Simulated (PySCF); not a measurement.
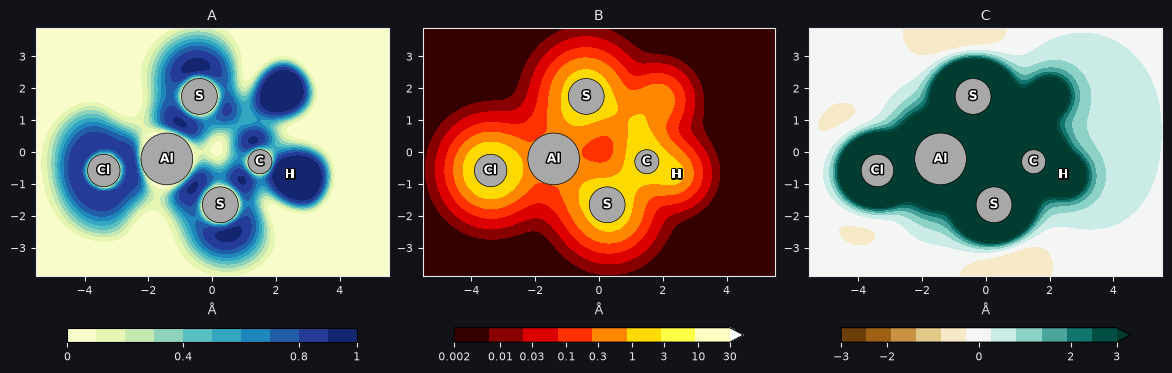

C4H8AlClS2: 3 fields on the plane of atoms S5, Al6 and S8, with unlabelled colour scales. Grey discs cover the atomic cores.

Geometry: GFN2-xTB.

Computed with PBE0/pcSseg-1, SCF density, gas phase, non-relativistic in PySCF 2.14.0.

```xyz
16

C    -2.0239    0.4667   -0.3935
C    -0.7196    0.6965    0.3612
C     0.0229   -0.5938    0.6901
C     0.5050   -1.3686   -0.5354
S     1.7313   -0.4863   -1.5895
Al    2.7063    0.4220    0.1718
Cl    4.4118    1.4883    0.2631
S     1.4188   -0.2229    1.8464
H    -1.8392    0.0712   -1.3886
H    -2.5570    1.4079   -0.5002
H    -2.6605   -0.2297    0.1480
H    -0.0551    1.3424   -0.2320
H    -0.9301    1.2149    1.2986
H    -0.6340   -1.2592    1.2589
H    -0.3410   -1.5882   -1.1860
H     0.9567   -2.3107   -0.2244
```

### Match the panels to the quantities (electron density, electron localisation function and electrostatic potential).

Panel A: electron localisation function. Panel B: electron density. Panel C: electrostatic potential (strongly positive close to the atoms, with negative regions outside electron-rich atoms). From the grid: C–S (1.84 Å): ρ is about 1.2 e/Å³ halfway; the ELF peaks at about 0.90 between the atoms, as expected for localised, covalent bonding. Al–Cl (2.01 Å): ρ at the midpoint is about 0.85 e/Å³; the ELF peaks at about 0.85 in the valence shell of Cl, 0.9 Å from its nucleus, and is about 0.80 at the midpoint.
